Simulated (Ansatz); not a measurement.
# ClH2NZn + H2: a complex and its separated parts, part 1 of 2

The complex below is one end of an elementary step. How strongly is it bound against its free parts?

The runs use Ansatz 0.2.0, Gaussian basis; PBE0-D4/def2-TZVP structures, single points in def2-TZVPP, no counterpoise correction.

Levels: SPW92, PBE-D4, BLYP-D4, r2SCAN-D4, B97M-V, PBE0-D4, B3LYP-D4, r2SCAN0-D4, BHLYP-D4, CAM-B3LYP-D4, wB97X-V, wB97M-V, B2PLYP, PBE-QIDH, RPA on PBE, Hartree-Fock, MP2, CCSD, CCSD(T).

Cores are frozen in the correlated methods. The 3s and 3p shells of Cu and Zn are frozen; filled d shells are correlated. B3LYP uses VWN-RPA correlation. B2PLYP carries no dispersion term here.

94 further runs of the same task are left out: 94 set aside as unsound or not needed.

## (1) The starting structure

The complex: 7 atoms, charge 0, spin multiplicity 1.

Atoms are counted from 1 here; the program's logs count them from 0.

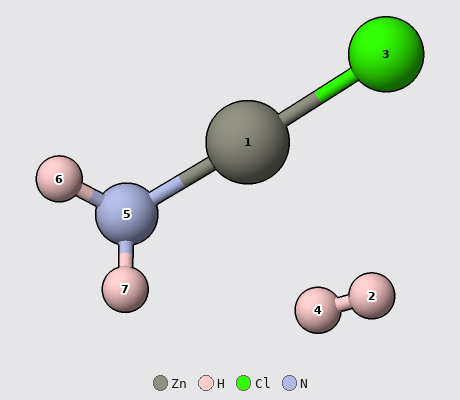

As it starts; zinc grey, hydrogen pink, chlorine green, nitrogen light blue; atoms are numbered from 1 in the order of the file.

Coordinates:

```csv
atom,x (Å),y (Å),z (Å)
Zn1,0.3993,-0.6383,-0.6513
H2,-1.5224,-0.8278,1.3841
Cl3,0.0978,-2.6842,-0.9955
H4,-1.5237,-0.0899,1.2564
N5,0.5617,1.1572,-0.4314
H6,1.1935,1.6241,-1.0681
H7,0.7937,1.4590,0.5058
```

Its parts: ClH2NZn holds atoms 1, 3, 5, 6, 7; H2 holds atoms 2, 4. Each part counts its atoms afresh in its own runs.

## (2) Relaxing ClH2NZn alone

The input, relax-a/in.yaml:

```yaml
crystal:
  periodic: [false, false, false]
  atoms:
    - {symbol: Zn, position_ang: [0.399342, -0.638281, -0.651335]}
    - {symbol: Cl, position_ang: [0.097839, -2.684177, -0.995543]}
    - {symbol: N, position_ang: [0.561732, 1.157204, -0.431365]}
    - {symbol: H, position_ang: [1.193496, 1.624052, -1.068095]}
    - {symbol: H, position_ang: [0.793655, 1.459013, 0.505764]}
basis:
  gaussian: {orbitals: def2-TZVP}
hamiltonian: {xc: pbe0, dispersion: d4}
relax: {f_tol: 0.005, max_steps: 200}
```

Started as:

```sh
$ ansatz run in.yaml --threads 4 --pin off --events-out ev --progress --plain --max-ram 9574MiB
```

Standard output, shortened:

```text
Functional definition: PBE0
  name "PBE0"
  cite "Adamo & Barone, J. Chem. Phys. 110, 6158 (1999) doi:10.1063/1.478522"
  cite "Perdew, Burke & Ernzerhof, Phys. Rev. Lett. 77, 3865 (1996) doi:10.1103/PhysRevLett.77.3865"
  parent pbe
[...]
1052 factors; their error is unknown
[...]
mean field -62455.27319973 eV, -2295.1889563856 hartree, gradient 2.0e-5 eV, S^2 0.000000; 0 other end points of the search recorded, 0 dependent functions left out
[...]
reference -62455.27323023 eV, -2295.1889575064 hartree; 28, 28 occupied and 100, 100 virtual orbitals, 1052 factors
[...]
reference -62455.27447518 eV, -2295.1890032573 hartree; 28, 28 occupied and 100, 100 virtual orbitals, 1052 factors
Total energy: -62455.33671038 eV, -2295.1912903588 hartree
Atom 0 at     0.416879    -0.638046    -0.669161 Å, force     0.001946    -0.001265     0.000364 eV/Å
Atom 1 at     0.088622    -2.681094    -0.984173 Å, force    -0.001350     0.000205     0.000090 eV/Å
Atom 2 at     0.563322     1.153165    -0.430186 Å, force     0.000416    -0.001174    -0.002458 eV/Å
Atom 3 at     1.188771     1.630055    -1.065606 Å, force    -0.000958     0.001566     0.001212 eV/Å
Atom 4 at     0.788469     1.453730     0.508552 Å, force    -0.000054     0.000668     0.000792 eV/Å
Dipole moment:     0.269202     0.389642     0.112760 e Å
```

Wall time 6.5 s (4 threads of Arm Neoverse V2, shared host).

Along the way: (the energy doesn't fall at every step)

```csv
step,energy from step 1 (eV),largest force component (eV/Å)
1,0.0000,0.0632
2,-0.0011,0.0259
3,0.0006,0.4230
4,-0.0013,0.0102
5,-0.0013,0.0025
```

Distances of close pairs at the start and the end, largest changes first:

```csv
bond,before (Å),after (Å),change (Å)
Zn1–Cl2,2.096,2.093,-0.003
Zn1–N3,1.816,1.813,-0.003
N3–H5,1.011,1.011,-0.000
N3–H4,1.011,1.011,-0.000
```

## (3) Relaxing H2 alone

The input, relax-b/in.yaml:

```yaml
crystal:
  periodic: [false, false, false]
  atoms:
    - {symbol: H, position_ang: [-1.522394, -0.827831, 1.384124]}
    - {symbol: H, position_ang: [-1.523670, -0.089880, 1.256449]}
basis:
  gaussian: {orbitals: def2-TZVP}
hamiltonian: {xc: pbe0, dispersion: d4}
relax: {f_tol: 0.005, max_steps: 200}
```

Started as:

```sh
$ ansatz run in.yaml --threads 4 --pin off --events-out ev --progress --plain --max-ram 9574MiB
```

Standard output, shortened:

```text
[... 5 set-up lines as earlier in the session ...]
[...]
88 factors; their error is unknown
[...]
mean field -31.78851119 eV, -1.1682062392 hartree, gradient 1.7e-5 eV, S^2 0.000000; 0 other end points of the search recorded, 0 dependent functions left out
[...]
reference -31.78866854 eV, -1.1682120218 hartree; 1, 1 occupied and 11, 11 virtual orbitals, 88 factors
Total energy: -31.79027510 eV, -1.1682710617 hartree
Atom 0 at    -1.522396    -0.826481     1.383890 Å, force    -0.000004     0.002057    -0.000356 eV/Å
Atom 1 at    -1.523668    -0.091230     1.256683 Å, force     0.000004    -0.002057     0.000356 eV/Å
Dipole moment:     0.000000    -0.000000    -0.000000 e Å
```

Run time: 0.15 s. Hardware: 4 threads of Arm Neoverse V2, shared host.

Relaxation path:

```csv
step,energy from step 1 (eV),largest force component (eV/Å)
1,0.0000,0.0987
2,-0.0001,0.0021
```

The bond:

```csv
bond,before (Å),after (Å),change (Å)
H1–H2,0.749,0.746,-0.003
```

## (4) SPW92/def2-TZVPP

The input, parta/in.yaml:

```yaml
crystal:
  periodic: [false, false, false]
  atoms:
    - {symbol: Zn, position_ang: [0.416879, -0.638046, -0.669161]}
    - {symbol: Cl, position_ang: [0.088622, -2.681094, -0.984173]}
    - {symbol: N, position_ang: [0.563322, 1.153165, -0.430186]}
    - {symbol: H, position_ang: [1.188771, 1.630055, -1.065606]}
    - {symbol: H, position_ang: [0.788469, 1.453730, 0.508552]}
basis:
  gaussian: {orbitals: def2-TZVPP}
hamiltonian: {xc: lda}
```

The input, partb/in.yaml:

```yaml
crystal:
  periodic: [false, false, false]
  atoms:
    - {symbol: H, position_ang: [-1.522396, -0.826481, 1.383890]}
    - {symbol: H, position_ang: [-1.523668, -0.091230, 1.256683]}
basis:
  gaussian: {orbitals: def2-TZVPP}
hamiltonian: {xc: lda}
```

One command serves all of them, each in its own folder.

Started as:

```sh
$ ansatz run in.yaml --threads 4 --pin off --events-out ev --progress --plain --max-ram 9574MiB
```

parta printed, shortened:

```text
Functional definition: SPW92
  name "SPW92"
  cite "Dirac, Proc. Camb. Phil. Soc. 26, 376 (1930) doi:10.1017/S0305004100016108"
  cite "Slater, Phys. Rev. 81, 385 (1951) doi:10.1103/PhysRev.81.385"
  cite "Perdew & Wang, Phys. Rev. B 45, 13244 (1992) doi:10.1103/PhysRevB.45.13244"
[...]
1066 factors; their error is unknown
[...]
mean field -62336.40295090 eV, -2290.8205553140 hartree, gradient 6.1e-5 eV, S^2 0.000000; 0 other end points of the search recorded, 0 dependent functions left out
reference -62336.40298889 eV, -2290.8205567103 hartree; 28, 28 occupied and 137, 137 virtual orbitals, 1066 factors
Total energy: -62336.40298889 eV, -2290.8205567103 hartree
```

partb printed, shortened:

```text
[... 5 set-up lines as earlier in the session ...]
[...]
118 factors; their error is unknown
[...]
mean field -30.93530401 eV, -1.1368514536 hartree, gradient 4.4e-5 eV, S^2 0.000000; 0 other end points of the search recorded, 0 dependent functions left out
reference -30.93532469 eV, -1.1368522135 hartree; 1, 1 occupied and 27, 27 virtual orbitals, 118 factors
Total energy: -30.93532469 eV, -1.1368522135 hartree
```

Wall times: 0.5 s (parta), 0.05 s (partb) on 4 threads of Arm Neoverse V2, shared host.

## (5) PBE-D4/def2-TZVPP

The same edit goes into each in.yaml of step 4 (parta, partb):

```diff
-hamiltonian: {xc: lda}
+hamiltonian: {xc: pbe, dispersion: d4}
```

The same command starts each run, in its folder.

Started as:

```sh
$ ansatz run in.yaml --threads 4 --pin off --events-out ev --progress --plain --max-ram 9574MiB
```

Log of parta, shortened:

```text
Functional definition: PBE
  name "PBE"
[... 2 set-up lines as earlier in the session ...]
[...]
1066 factors; their error is unknown
[...]
mean field -62453.77210578 eV, -2295.1337922003 hartree, gradient 5.5e-5 eV, S^2 0.000000; 0 other end points of the search recorded, 0 dependent functions left out
reference -62453.77214592 eV, -2295.1337936753 hartree; 28, 28 occupied and 137, 137 virtual orbitals, 1066 factors
Total energy: -62453.84551953 eV, -2295.1364901059 hartree
```

Output in partb, shortened:

```text
[... 4 set-up lines as earlier in the session ...]
[...]
118 factors; their error is unknown
[...]
mean field -31.73222388 eV, -1.1661377187 hartree, gradient 3.1e-5 eV, S^2 0.000000; 0 other end points of the search recorded, 0 dependent functions left out
reference -31.73224556 eV, -1.1661385153 hartree; 1, 1 occupied and 27, 27 virtual orbitals, 118 factors
Total energy: -31.73426479 eV, -1.1662127206 hartree
```

They took 0.8 s (parta), 0.1 s (partb) on 4 threads of Arm Neoverse V2, shared host.

## (6) BLYP-D4/def2-TZVPP

The same edit goes into each in.yaml of step 5 (parta, partb):

```diff
-hamiltonian: {xc: pbe, dispersion: d4}
+hamiltonian: {xc: {name: BLYP}, dispersion: d4}
```

The same command starts each run, in its folder.

Started as:

```sh
$ ansatz run in.yaml --threads 4 --pin off --events-out ev --progress --plain --max-ram 9574MiB
```

Log of parta, shortened:

```text
Functional definition: BLYP
  name "BLYP"
  cite "Becke, Phys. Rev. A 38, 3098 (1988) doi:10.1103/PhysRevA.38.3098"
  cite "Lee, Yang & Parr, Phys. Rev. B 37, 785 (1988) doi:10.1103/PhysRevB.37.785"
[...]
1066 factors; their error is unknown
[...]
mean field -62469.75310736 eV, -2295.7210831760 hartree, gradient 5.8e-5 eV, S^2 0.000000; 0 other end points of the search recorded, 0 dependent functions left out
reference -62469.75341128 eV, -2295.7210943448 hartree; 28, 28 occupied and 137, 137 virtual orbitals, 1066 factors
Total energy: -62469.91261931 eV, -2295.7269451321 hartree
```

Log of partb, shortened:

```text
[... 4 set-up lines as earlier in the session ...]
[...]
118 factors; their error is unknown
[...]
mean field -31.82604681 eV, -1.1695856477 hartree, gradient 8.3e-5 eV, S^2 0.000000; 0 other end points of the search recorded, 0 dependent functions left out
reference -31.82623923 eV, -1.1695927192 hartree; 1, 1 occupied and 27, 27 virtual orbitals, 118 factors
Total energy: -31.83113714 eV, -1.1697727140 hartree
```

They took 0.75 s (parta), 0.1 s (partb) on 4 threads of Arm Neoverse V2, shared host.

## (7) r2SCAN-D4/def2-TZVPP

The same edit goes into each in.yaml of step 6 (parta, partb):

```diff
-hamiltonian: {xc: {name: BLYP}, dispersion: d4}
+hamiltonian: {xc: r2scan, dispersion: d4}
```

The same command starts each run, in its folder.

Started as:

```sh
$ ansatz run in.yaml --threads 4 --pin off --events-out ev --progress --plain --max-ram 9574MiB
```

parta printed, shortened:

```text
Functional definition: r2SCAN
  name "r2SCAN"
  cite "Furness, Kaplan, Ning, Perdew & Sun, J. Phys. Chem. Lett. 11, 8208 (2020) doi:10.1021/acs.jpclett.0c02405"
  cite "Furness, Kaplan, Ning, Perdew & Sun, J. Phys. Chem. Lett. 11, 9248 (2020) doi:10.1021/acs.jpclett.0c03077"
  parent r2scan
[...]
1066 factors; their error is unknown
[...]
mean field -62465.96181366 eV, -2295.5817557022 hartree, gradient 3.3e-5 eV, S^2 0.000000; 0 other end points of the search recorded, 0 dependent functions left out
reference -62465.96182624 eV, -2295.5817561648 hartree; 28, 28 occupied and 137, 137 virtual orbitals, 1066 factors
Total energy: -62465.97911786 eV, -2295.5823916199 hartree
```

partb printed, shortened:

```text
[... 5 set-up lines as earlier in the session ...]
[...]
118 factors; their error is unknown
[...]
mean field -31.87204831 eV, -1.1712761717 hartree, gradient 4.1e-5 eV, S^2 0.000000; 0 other end points of the search recorded, 0 dependent functions left out
reference -31.87205493 eV, -1.1712764149 hartree; 1, 1 occupied and 27, 27 virtual orbitals, 118 factors
Total energy: -31.87255631 eV, -1.1712948404 hartree
```

Wall times: 1.9 s (parta), 0.3 s (partb) on 4 threads of Arm Neoverse V2, shared host.

## (8) B97M-V/def2-TZVPP

The same edit goes into each in.yaml of step 7 (parta, partb):

```diff
-hamiltonian: {xc: r2scan, dispersion: d4}
+hamiltonian: {xc: {name: B97M-V}}
```

Each run has its own folder and the same command.

Started as:

```sh
$ ansatz run in.yaml --threads 4 --pin off --events-out ev --progress --plain --max-ram 9574MiB
```

parta printed, shortened:

```text
Functional definition: B97M-V
  name "B97M-V"
  cite "Mardirossian & Head-Gordon, J. Chem. Phys. 142, 074111 (2015) doi:10.1063/1.4907719"
  cite "Becke, J. Chem. Phys. 107, 8554 (1997) doi:10.1063/1.475007"
  cite "Vydrov & Van Voorhis, J. Chem. Phys. 133, 244103 (2010) doi:10.1063/1.3521275"
  # Of w^i u^j: cxij and so on, Table III.
[...]
  gx(w, u) = cx00 + cx01*u + cx02*u^2 + (cx10 + cx11*u)*w
[...]
  gos(w, u) = cos00 + cos01*u + cos03*u^3 + cos10*w + cos32*w^3*u^2
[...]
      + integral(e_c_pw_mod_opposite_spin*gos(b97_w_opposite, b97_u_opposite)) + vv10(b, c)
1066 factors; their error is unknown
[...]
mean field -62454.73285194 eV, -2295.1690989703 hartree, gradient 8.0e-5 eV, S^2 0.000000; 0 other end points of the search recorded, 0 dependent functions left out
reference -62454.73291052 eV, -2295.1691011233 hartree; 28, 28 occupied and 137, 137 virtual orbitals, 1066 factors
Total energy: -62454.73291052 eV, -2295.1691011233 hartree
```

Output in partb, shortened:

```text
[... 5 set-up lines as earlier in the session ...]
  # Of w^i u^j: cxij and so on, Table III.
[...]
  gx(w, u) = cx00 + cx01*u + cx02*u^2 + (cx10 + cx11*u)*w
  gss(w, u) = css00 + css02*u^2 + css10*w + (css32*w^3 + css42*w^4)*u^2
  gos(w, u) = cos00 + cos01*u + cos03*u^3 + cos10*w + cos32*w^3*u^2
[...]
      + integral(e_c_pw_mod_opposite_spin*gos(b97_w_opposite, b97_u_opposite)) + vv10(b, c)
118 factors; their error is unknown
[...]
mean field -31.90528577 eV, -1.1724976258 hartree, gradient 8.2e-6 eV, S^2 0.000000; 0 other end points of the search recorded, 0 dependent functions left out
reference -31.90531545 eV, -1.1724987166 hartree; 1, 1 occupied and 27, 27 virtual orbitals, 118 factors
Total energy: -31.90531545 eV, -1.1724987166 hartree
```

They took 3.4 s (parta), 0.15 s (partb) on 4 threads of Arm Neoverse V2, shared host.

## (9) PBE0-D4/def2-TZVPP

Each input of step 8 (parta, partb) changes in the same lines:

```diff
-hamiltonian: {xc: {name: B97M-V}}
+hamiltonian: {xc: pbe0, dispersion: d4}
+output: {orbitals: {seedname: orbitals}}
```

The same command starts each run, in its folder.

Started as:

```sh
$ ansatz run in.yaml --threads 4 --pin off --events-out ev --progress --plain --max-ram 9574MiB
```

Log of parta, shortened:

```text
[... 5 set-up lines as earlier in the session ...]
[...]
1182 factors; their error is unknown
[...]
mean field -62455.34001483 eV, -2295.1914117949 hartree, gradient 7.8e-5 eV, S^2 0.000000; 0 other end points of the search recorded, 0 dependent functions left out
reference -62455.34004517 eV, -2295.1914129100 hartree; 28, 28 occupied and 137, 137 virtual orbitals, 1182 factors
Total energy: -62455.40228038 eV, -2295.1937000117 hartree
```

Log of partb, shortened:

```text
[... 5 set-up lines as earlier in the session ...]
[...]
118 factors; their error is unknown
[...]
mean field -31.79610720 eV, -1.1684853875 hartree, gradient 5.5e-5 eV, S^2 0.000000; 0 other end points of the search recorded, 0 dependent functions left out
reference -31.79612319 eV, -1.1684859751 hartree; 1, 1 occupied and 27, 27 virtual orbitals, 118 factors
Total energy: -31.79772975 eV, -1.1685450151 hartree
```

They took 1.1 s (parta), 0.1 s (partb) on 4 threads of Arm Neoverse V2, shared host.

## (10) B3LYP-D4/def2-TZVPP

The same edit goes into each in.yaml of step 9 (parta, partb):

```diff
-hamiltonian: {xc: pbe0, dispersion: d4}
-output: {orbitals: {seedname: orbitals}}
+hamiltonian: {xc: {name: B3LYP}, dispersion: d4}
```

One command serves all of them, each in its own folder.

Started as:

```sh
$ ansatz run in.yaml --threads 4 --pin off --events-out ev --progress --plain --max-ram 9574MiB
```

Log of parta, shortened:

```text
Functional definition: B3LYP
  name "B3LYP"
  cite "Stephens, Devlin, Chabalowski & Frisch, J. Phys. Chem. 98, 11623 (1994) doi:10.1021/j100096a001"
[... 2 set-up lines as earlier in the session ...]
  cite "Vosko, Wilk & Nusair, Can. J. Phys. 58, 1200 (1980) doi:10.1139/p80-159"
[...]
1150 factors; their error is unknown
[...]
mean field -62469.81954737 eV, -2295.7235248015 hartree, gradient 6.5e-5 eV, S^2 0.000000; 0 other end points of the search recorded, 0 dependent functions left out
reference -62469.81977675 eV, -2295.7235332308 hartree; 28, 28 occupied and 137, 137 virtual orbitals, 1150 factors
Total energy: -62469.93934049 eV, -2295.7279271172 hartree
```

partb printed, shortened:

```text
[... 6 set-up lines as earlier in the session ...]
[...]
118 factors; their error is unknown
[...]
mean field -32.10922628 eV, -1.1799923013 hartree, gradient 4.6e-5 eV, S^2 0.000000; 0 other end points of the search recorded, 0 dependent functions left out
reference -32.10936838 eV, -1.1799975234 hartree; 1, 1 occupied and 27, 27 virtual orbitals, 118 factors
Total energy: -32.11251947 eV, -1.1801133240 hartree
```

Wall times: 1.1 s (parta), 0.1 s (partb) on 4 threads of Arm Neoverse V2, shared host.

## (11) r2SCAN0-D4/def2-TZVPP

The same edit goes into each in.yaml of step 10 (parta, partb):

```diff
-hamiltonian: {xc: {name: B3LYP}, dispersion: d4}
+hamiltonian: {xc: {name: r2SCAN0}, dispersion: d4}
```

One command serves all of them, each in its own folder.

Started as:

```sh
$ ansatz run in.yaml --threads 4 --pin off --events-out ev --progress --plain --max-ram 9574MiB
```

Log of parta, shortened:

```text
Functional definition: r2SCAN0
  name "r2SCAN0"
  cite "Bursch, Neugebauer, Ehlert & Grimme, J. Chem. Phys. 156, 134105 (2022) doi:10.1063/5.0086040"
[... 3 set-up lines as earlier in the session ...]
[...]
1182 factors; their error is unknown
[...]
mean field -62464.60897825 eV, -2295.5320399179 hartree, gradient 5.5e-5 eV, S^2 0.000000; 0 other end points of the search recorded, 0 dependent functions left out
reference -62464.60898826 eV, -2295.5320402857 hartree; 28, 28 occupied and 137, 137 virtual orbitals, 1182 factors
Total energy: -62464.62991144 eV, -2295.5328091984 hartree
```

partb printed, shortened:

```text
[... 6 set-up lines as earlier in the session ...]
[...]
118 factors; their error is unknown
[...]
mean field -31.85186576 eV, -1.1705344767 hartree, gradient 1.4e-5 eV, S^2 0.000000; 0 other end points of the search recorded, 0 dependent functions left out
reference -31.85187089 eV, -1.1705346651 hartree; 1, 1 occupied and 27, 27 virtual orbitals, 118 factors
Total energy: -31.85241226 eV, -1.1705545603 hartree
```

Times: 2 s (parta), 0.3 s (partb) on 4 threads of Arm Neoverse V2, shared host.

## (12) BHLYP-D4/def2-TZVPP

The same edit goes into each in.yaml of step 11 (parta, partb):

```diff
-hamiltonian: {xc: {name: r2SCAN0}, dispersion: d4}
+hamiltonian: {xc: {name: BHLYP}, dispersion: d4}
```

The same command starts each run, in its folder.

Started as:

```sh
$ ansatz run in.yaml --threads 4 --pin off --events-out ev --progress --plain --max-ram 9574MiB
```

parta printed, shortened:

```text
Functional definition: BHLYP
  name "BHLYP"
  cite "Becke, J. Chem. Phys. 98, 1372 (1993) doi:10.1063/1.464304"
[... 2 set-up lines as earlier in the session ...]
[...]
1271 factors; their error is unknown
[...]
mean field -62465.93658738 eV, -2295.5808286536 hartree, gradient 3.8e-5 eV, S^2 0.000000; 0 other end points of the search recorded, 0 dependent functions left out
reference -62465.93674321 eV, -2295.5808343804 hartree; 28, 28 occupied and 137, 137 virtual orbitals, 1271 factors
Total energy: -62466.03702509 eV, -2295.5845196715 hartree
```

Log of partb, shortened:

```text
[... 5 set-up lines as earlier in the session ...]
[...]
118 factors; their error is unknown
[...]
mean field -31.83805020 eV, -1.1700267641 hartree, gradient 5.6e-5 eV, S^2 0.000000; 0 other end points of the search recorded, 0 dependent functions left out
reference -31.83814576 eV, -1.1700302760 hartree; 1, 1 occupied and 27, 27 virtual orbitals, 118 factors
Total energy: -31.83988935 eV, -1.1700943519 hartree
```

Times: 1.1 s (parta), 0.1 s (partb) on 4 threads of Arm Neoverse V2, shared host.

## (13) CAM-B3LYP-D4/def2-TZVPP

The same edit goes into each in.yaml of step 12 (parta, partb):

```diff
-hamiltonian: {xc: {name: BHLYP}, dispersion: d4}
+hamiltonian: {xc: {name: CAM-B3LYP}, dispersion: d4}
```

Each run has its own folder and the same command.

Started as:

```sh
$ ansatz run in.yaml --threads 4 --pin off --events-out ev --progress --plain --max-ram 9574MiB
```

Log of parta, shortened:

```text
Functional definition: CAM-B3LYP
  name "CAM-B3LYP"
  cite "Yanai, Tew & Handy, Chem. Phys. Lett. 393, 51 (2004) doi:10.1016/j.cplett.2004.06.011"
  cite "Iikura, Tsuneda, Yanai & Hirao, J. Chem. Phys. 115, 3540 (2001) doi:10.1063/1.1383587"
[... 2 set-up lines as earlier in the session ...]
[...]
1132 factors; their error is unknown
194 factors; integrals over basis functions are off by at most 6.9e-5 eV
[...]
mean field -62470.80555124 eV, -2295.7597597754 hartree, gradient 3.2e-5 eV, S^2 0.000000; 0 other end points of the search recorded, 0 dependent functions left out
reference -62470.80566315 eV, -2295.7597638879 hartree; 28, 28 occupied and 137, 137 virtual orbitals, 1132 factors
Total energy: -62470.86981441 eV, -2295.7621214030 hartree
```

Output in partb, shortened:

```text
[... 6 set-up lines as earlier in the session ...]
[...]
  # Exact exchange under (alpha + beta erf(omega r))/r, Becke's under what is left of 1/r.
[...]
118 factors; their error is unknown
42 factors; integrals over basis functions are off by at most 6.3e-5 eV
[...]
mean field -31.88030386 eV, -1.1715795578 hartree, gradient 6.4e-5 eV, S^2 0.000000; 0 other end points of the search recorded, 0 dependent functions left out
reference -31.88037380 eV, -1.1715821280 hartree; 1, 1 occupied and 27, 27 virtual orbitals, 118 factors
Total energy: -31.88188721 eV, -1.1716377446 hartree
```

Times: 1.2 s (parta), 0.1 s (partb) on 4 threads of Arm Neoverse V2, shared host.

(Continued in part 2 of 2.)
